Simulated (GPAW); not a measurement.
# KMgH3 (Pm-3m): G0W0 with GPAW, start to end, part 2 of 2

Aim: the G0W0 gap of KMgH3 (Pm-3m) on LDA, step by step.

GPAW 26.7.0; LDA and many-body steps on it, plane waves. Known limits of the many-body steps: not at the basis limit; coarse k mesh.

So far. Step 3 (Bands along the symmetry lines): The gap is 2.058 eV, as in the run before at this level. Step 4 (Empty states on the mesh, 4×4×4 mesh, 158 bands): On this mesh the gap is 2.058 eV.

### Step 5. Screening and self-energy, 4×4×4 mesh, 148 bands, screening to 100 eV

Now the one-shot GW correction: screening in the RPA, then the self-energy of the levels asked for.

This step: G0W0 on LDA, plane waves, PAW.

Contents of run.py:

```python
import json
import numpy as np
from gpaw.mpi import world
from gpaw.response.g0w0 import G0W0

gw = G0W0('full.gpw',
    filename='gw',
    kpts=[0, 4, 9],
    bands=(9, 13),
    ecut=100,
    nbands=148,
    integrate_gamma='WS',
    ppa=True)
gw.calculate()
res = {mode: {k: v for k, v in r.items() if k != 'sigma_eskwn'}
       for mode, r in gw.all_results.items()}

if world.rank == 0:
    with open('result.json', 'w') as f:
        json.dump(res, f, default=lambda x: x.tolist())
```

Run with:

```bash
$ mpirun -n 4 gpaw python run.py
```

Numbers of over 12 decimals in the logs are rounded to 6 here.

What it wrote:

```text
Using integrator: PointIntegrator
FrequencyGridDescriptor(from 0.000+0.000j to 0.000+27.211j eV, 2 points)
Nonperiodic BCs:  [False False False]
Using integrator: PointIntegrator
FrequencyGridDescriptor(from 0.000+0.000j to 0.000+27.211j eV, 2 points)
Nonperiodic BCs:  [False False False]
  ___  _ _ _
 |   || | | |
 | | || | | |
 |__ ||_____|
 |___|

BZ k-points: Symmetries present (total): 48

  [... matrices ...]
64 k-points: 4 x 4 x 4 Monkhorst-Pack grid + [1/8,1/8,1/8]
10 k-points in the irreducible part of the Brillouin zone
       k-points in crystal coordinates                weights
   0:     0.00000000    0.00000000    0.00000000          1/64
   1:     0.25000000    0.00000000    0.00000000          6/64
   2:     0.25000000    0.25000000    0.00000000         12/64
   3:     0.25000000    0.25000000    0.25000000          8/64
   4:     0.50000000    0.00000000    0.00000000          3/64
   5:     0.50000000    0.25000000    0.00000000         12/64
   6:     0.50000000    0.25000000    0.25000000         12/64
   7:     0.50000000    0.50000000    0.00000000          3/64
   8:     0.50000000    0.50000000    0.25000000          6/64
   9:     0.50000000    0.50000000    0.50000000          1/64

Distributing spins, k-points and bands (1 x 3 x 4) over 4 processes
Number of blocks: 1

Quasi particle states:
k-points (IBZ indices): [0, 4, 9]
Band range: (9, 13)
  [... matrices ...]
Computational parameters:
Plane wave cut-off: 100 eV
Number of bands: 148
Coulomb cutoff: None
Broadening: 0.1 eV

fxc modes: GW
Kernel: RPA
Using Godby-Needs plasmon-pole approximation:
  Fitting energy: i*E0, E0 = 1.000 Hartree
Summing all q:

Calculating screened Coulomb potential
No Coulomb truncation
FrequencyGridDescriptor(from 0.000+0.000j to 0.000+27.211j eV, 2 points)
Removing empty qpoint cache files...

Calculating chi0 body with:
    Ground state adapter containing:
    Number of spins: 1
    Number of kpoints: 64
    Number of irreducible kpoints: 10
    Number of completely occupied states: 11
    Number of partially occupied states: 11
    Occupied states memory: 2.3203125 M / cpu

    Linear response parametrization:
    q_c: [0.0, 0.0, 0.0]
    Number of frequency points: 2
    Planewave cutoff: 100.0
    Number of bands: 148
    Number of planewaves: 147
    Broadening (eta): 1e-06
    comm.size: 4
    kncomm.size: 4
    blockcomm.size: 1

    Memory estimate of potentially large arrays:
        chi0_wGG: 0.659454 M / cpu
Integrating chi0 body.

Symmetries of q_c:
    Direct symmetries (Uq -> q): 48
    Indirect symmetries (TUq -> q): 0
In total 48 allowed symmetries.

  [... matrices ...]
10 groups of equivalent kpoints. 84.375% reduction.

Integral kind: response function
Integrating chi0 head and wings.

Symmetries of q_c:
    Direct symmetries (Uq -> q): 48
    Indirect symmetries (TUq -> q): 0
In total 48 allowed symmetries.

  [... matrices ...]
10 groups of equivalent kpoints. 84.375% reduction.

Integral kind: response function wings

Calculating chi0 body with:
    Ground state adapter containing:
    Number of spins: 1
    Number of kpoints: 64
    Number of irreducible kpoints: 10
    Number of completely occupied states: 11
    Number of partially occupied states: 11
    Occupied states memory: 2.3203125 M / cpu

    Linear response parametrization:
[... the further q-points ...]

Results:
f:      Occupation numbers
eps:     KS-eigenvalues [eV]
vxc:     KS vxc [eV]
exx:     Exact exchange [eV]
sigma:   Self-energies [eV]
dsigma:  Self-energy derivatives
Z:       Renormalization factors
qp:      QP-energies [eV]

k-point 0 (0): (0.000, 0.000, 0.000)                GW
band       f     eps     vxc     exx   sigma  dsigma       Z      qp
                                                                   GW
   9   1.000   0.857 -10.689 -13.952   1.537  -0.261   0.793  -0.513
  10   1.000   0.857 -10.689 -13.952   1.537  -0.261   0.793  -0.513
  11   0.000   6.834  -9.807  -4.917  -3.749  -0.220   0.820   7.769
  12   0.000   6.834  -9.807  -4.917  -3.749  -0.220   0.820   7.769

k-point 1 (4): (0.500, 0.000, 0.000)                GW
band       f     eps     vxc     exx   sigma  dsigma       Z      qp
                                                                   GW
   9   1.000  -1.527 -10.283 -14.321   2.172  -0.290   0.775  -2.974
  10   1.000   1.349 -11.032 -14.256   1.447  -0.260   0.793  -0.061
  11   0.000   6.405  -9.996  -4.785  -3.731  -0.212   0.825   7.626
  12   0.000   6.405  -9.996  -4.785  -3.731  -0.212   0.825   7.626

k-point 2 (9): (0.500, 0.500, 0.500)                GW
band       f     eps     vxc     exx   sigma  dsigma       Z      qp
                                                                   GW
   9   1.000  -0.811 -10.632 -14.545   2.026  -0.280   0.781  -2.285
  10   1.000  -0.811 -10.632 -14.545   2.026  -0.280   0.781  -2.285
  11   0.000   3.407 -10.169  -5.895  -3.235  -0.210   0.827   4.266
  12   0.000   6.692  -9.279  -4.456  -3.733  -0.215   0.823   7.590
```

Run time: 60 s. Hardware: 4 MPI ranks of Arm Neoverse V1, shared host; peak memory 1.2 GiB; 4 min of CPU time.

Numbers from this step:

| Quantity | Value |
| --- | --- |
| G0W0 gap on the points computed | 4.327 eV |
| least direct G0W0 gap on the computed points | 6.551 eV |
| Z at the valence top | 0.7934 |
| Z at the conduction bottom | 0.8265 |
| starting gap on the mesh | 2.058 eV |
| k of the valence top | 0.5, 0, 0 |
| k of the conduction bottom | 0.5, 0.5, 0.5 |

The gap on the mesh goes from 2.06 eV to 4.33 eV, a correction of +2.27 eV.

Limits: finite bands, cutoff and mesh; coarse k mesh. v1 is the top filled band, c1 the lowest empty one. The levels before and after the correction (eV, zero at the valence-band top of each column):

```tsv
	conduction bottom	valence top
Kohn-Sham	2.06	0.00
G0W0	4.33	0.00
```

```tsv
	level	energy (eV)
Kohn-Sham	(0.5 0 0) v2	-2.876
Kohn-Sham	(0.5 0 0) v1	0.000
Kohn-Sham	(0.5 0 0) c1-c2	5.057
Kohn-Sham	(0.5 0.5 0.5) v2-v1	-2.159
Kohn-Sham	(0.5 0.5 0.5) c1	2.058
Kohn-Sham	(0.5 0.5 0.5) c2	5.343
G0W0	(0.5 0 0) v2	-2.913
G0W0	(0.5 0 0) v1	0.000
G0W0	(0.5 0 0) c1-c2	7.687
G0W0	(0.5 0.5 0.5) v2-v1	-2.224
G0W0	(0.5 0.5 0.5) c1	4.327
G0W0	(0.5 0.5 0.5) c2	7.651
```

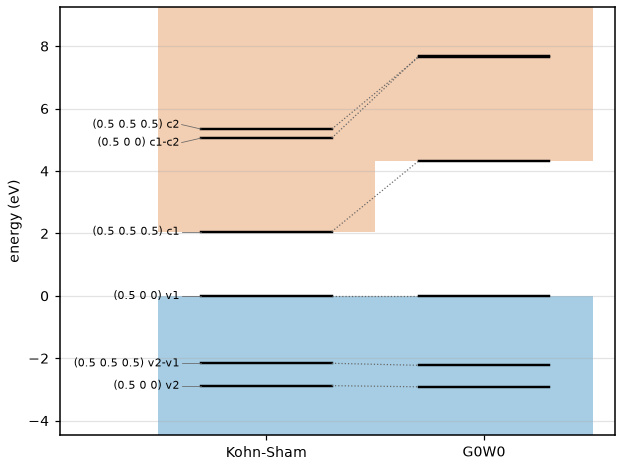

Levels before and after the correction. Shaded: valence and conduction bands.

### Step 6. Where the time went

Times are wall times on 4 MPI ranks of Arm Neoverse V1, shared host, good to a factor of about two.

```tsv
step	time	share	memory (GiB)
ground state	8 s	7 %	0.66
bands along the symmetry lines	13 s	11 %	0.74
empty states on the mesh	37 s	31 %	2.1
screening and self-energy	60 s	51 %	1.2
```

### Step 7. Outcome

| Item | Value |
| --- | --- |
| LDA gap | 2.06 eV, indirect |
| G0W0 gap on the mesh | 4.33 eV |
| GW settings | 4×4×4 mesh, 148 bands, screening to 100 eV, Godby-Needs plasmon pole |
| known limits | not at the basis limit; coarse k mesh |

G0W0 moves the gap on the mesh from 2.06 eV to 4.33 eV (+2.27 eV), with Z of 0.79 and 0.83 at the edges. Only 3 of the mesh's irreducible points were corrected, so a valley elsewhere could overtake. The dearest step here is «screening and self-energy». Bands and cutoff are finite, so the gap is not at the basis limit. The miss can reach some tenths of an eV and take either sign; the mesh is an error of its own. These stock PAW sets were not made for GW. In the G0W0 run levels were corrected at 3 k points alone, so a gap called «on the mesh» is the least over those, and an edge elsewhere would be missed. The 4×4×4 mesh is coarse for this cell, which bears on the long-range parts of exchange and screening. This is the ideal cubic cell; many perovskites, halides above all, are cubic only on average, and local tilts or off-centring can widen the gap.

[Paths, hosts, dates, memory and timing lines, banners, echoed tables and standing remarks are left out of the program output.]

[Logs are printed without paths, hosts, clocks, repeated set-up lines and the standing remarks that a program may print on its own settings, such as how far it seeks lower states.]

[Runs of the session that timed out or met a known fault of the program may be left out.]

[Hosts, paths, dates, database ids (printed as entryN), source tags and the programs' standing remarks are cut or masked in the printed files.]
